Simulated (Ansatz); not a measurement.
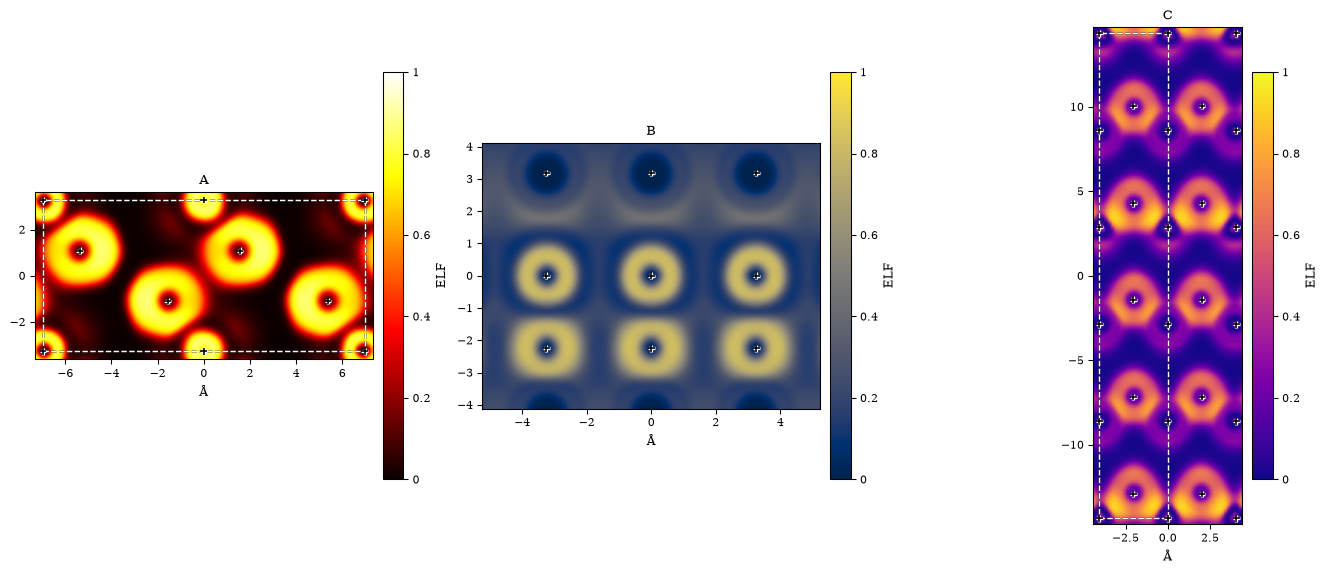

The ELF of 3 systems, each on a plane through atoms (crosses mark nuclei in the plane).

Level of theory: DFT PBE, scalar-relativistic, plane waves, PAW in Ansatz 0.2.0.

System 1: HfZrSe4, the (110) plane of the conventional cell. Space group P-3m1; a structure generated by program, which may or may not match a known phase.

System 2: Al2Ga3As5, the (010) plane of the conventional cell. Space group I-4m2; a structure generated by program, which may or may not match a known phase.

```
Al Ga As
1.0
     4.05758    0.00000    0.00000
     0.00000    4.05758    0.00000
     0.00000    0.00000   28.69804
Al Ga As
4 6 10
Cartesian
  2.0288 2.0288 5.7439
  0.0000 0.0000 20.0929
  0.0000 0.0000 8.6051
  2.0288 2.0288 22.9541
  2.0288 2.0288 11.4738
  0.0000 0.0000 25.8228
  2.0288 2.0288 0.0000
  0.0000 0.0000 14.3490
  0.0000 0.0000 2.8753
  2.0288 2.0288 17.2243
  2.0288 0.0000 10.0305
  0.0000 2.0288 24.3796
  0.0000 2.0288 12.9115
  2.0288 0.0000 27.2606
  0.0000 2.0288 1.4375
  2.0288 0.0000 15.7865
  2.0288 0.0000 4.3185
  0.0000 2.0288 18.6675
  0.0000 2.0288 7.1745
  2.0288 0.0000 21.5235
```

System 3: ZrZnN, the (100) plane of the conventional cell. Space group P4/nmm; a structure generated by program, which may or may not match a known phase.

```
Zr Zn N
1.0
     3.25402    0.00000    0.00000
     0.00000    3.25402    0.00000
     0.00000    0.00000    7.53171
Zr Zn N
2 2 2
Direct
  0.00000 0.50000 0.35263
  0.50000 0.00000 0.64737
  0.00000 0.50000 0.92987
  0.50000 0.00000 0.07013
  0.00000 0.50000 0.65183
  0.50000 0.00000 0.34817
```

Q: Which map belongs to which system?

A: Panel A is system 1, HfZrSe4: the plane holds Zr, Hf and Se. Hf–Se (2.69 Å): the ELF is about 0.45 at the midpoint. Panel B is system 3, ZrZnN: the plane holds Zr, Zn and N. Zr–N (2.25 Å): the ELF peaks at about 0.80 in the valence shell of N, 0.6 Å from its nucleus, and drops to about 0.15 between the two atoms (no localised pair shows between them). Panel C is system 2, Al2Ga3As5: the plane holds Al, Ga and As. Al–As (2.48 Å): the ELF peaks at about 0.90 between the atoms (a shared electron pair).
